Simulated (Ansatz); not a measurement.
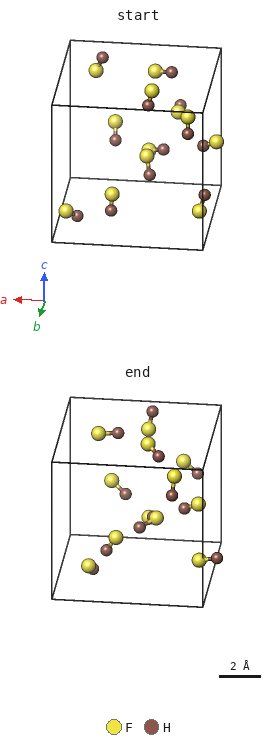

The structure of an amorphous cell of composition HF before (top) and after (bottom) a relaxation, at one scale.

The picture is a ball-and-stick view of the cell of the calculation, seen from a free direction.

The cell holds 12 HF. The run prepares the start of a later molecular dynamics calculation, from a guessed geometry.

Method: DFT PBE-D3(BJ), scalar-relativistic, plane waves, PAW in Ansatz.

Input
```yaml
accuracy: low
crystal:
  lattice:
    - [7.41686, 0.0, 0.0]
    - [0.0, 7.41686, 0.0]
    - [0.0, 0.0, 7.41686]
  atoms:
    - { symbol: F, position: [0.2759151, 0.0777576, 0.5561089] }
    - { symbol: H, position: [0.2754548, -0.04776, 0.5461275] }
    - { symbol: F, position: [0.429643, 0.517075, 0.4341887] }
    - { symbol: H, position: [0.4059091, 0.5575446, 0.3173409] }
    - { symbol: F, position: [0.8099708, 0.1622984, 0.8677159] }
    - { symbol: H, position: [0.7626848, 0.1937494, 0.9800963] }
    - { symbol: F, position: [0.1170079, 0.8460351, 0.8914952] }
    - { symbol: H, position: [0.1179338, 0.840259, 0.7657165] }
    - { symbol: F, position: [0.9485272, 0.6543707, 0.068159] }
    - { symbol: H, position: [0.8835736, 0.5728866, -0.0025225] }
    - { symbol: F, position: [-0.0401224, 0.579832, 0.5944777] }
    - { symbol: H, position: [0.0543707, 0.5236012, 0.5331292] }
    - { symbol: F, position: [0.3663332, 0.7573744, 1.0263382] }
    - { symbol: H, position: [0.3938553, 0.73032, 0.9064838] }
    - { symbol: F, position: [0.7032163, -0.0083468, 0.4199025] }
    - { symbol: H, position: [0.6917234, 0.0727964, 0.3243087] }
    - { symbol: F, position: [0.4037871, 0.2692777, 0.9364653] }
    - { symbol: H, position: [0.2896712, 0.3177881, 0.9583469] }
    - { symbol: F, position: [0.634793, 0.7185448, 0.2393449] }
    - { symbol: H, position: [0.6431622, 0.707625, 0.1141841] }
    - { symbol: F, position: [0.0286348, 0.9488422, 0.2594372] }
    - { symbol: H, position: [-0.0068397, 0.9496315, 0.3802488] }
    - { symbol: F, position: [0.4534692, 0.2112277, 0.3312855] }
    - { symbol: H, position: [0.3493966, 0.2706335, 0.3699421] }
basis:
  ecutwfc: 420.0
kpoints:
  mp_grid: { grid: [1, 1, 1] }
hamiltonian:
  xc: pbe
  dispersion: d3bj
scf:
  occupations: { method: fermi_dirac, width: 0.02 }
  lower_state_search: "off"
relax:
  f_tol: 0.3
  max_steps: 15
  adjacent_minimum: "off"
output:
  write_density: true
  write_potential: true
  elf: true
  volumetric_format: npy
```

Launched with:
```bash
ansatz run input.yaml --threads 1 --pin off --max-ram 3072MiB --backend cpu --events-out ev --progress --plain --runs-dir out
```

Q: Summarise the run.

A: The relaxation stopped without meeting its thresholds, so the last structure isn't shown to be converged. It used up its limit of 15 steps. Over 14 geometry steps the energy falls by 5.204 eV per cell of the calculation. The largest force component goes from 1.3 to 0.42 eV/Å. The forces were under the threshold at step 11, but the run went on from there. The largest move is that of H18, 1.45 Å along [2 −2 1]. Largest moves by element: H 1.45 Å, F 1.20 Å. The lattice vectors keep their values. Some distances before and after: F3–H4 0.934 → 1.025 Å, F23–H24 0.934 → 0.999 Å, F19–H20 0.934 → 0.988 Å, F9–H10 0.934 → 0.983 Å. The run took 30 s on 1 thread of Intel(R) Xeon(R) Platinum 8488C (Sapphire Rapids), on a shared host, peak memory 0.45 GiB.

Limits of the set-up: the program's low-accuracy preset was used; the periodic images lie only 7.4 Å apart, so the values are limited by the cell's size.
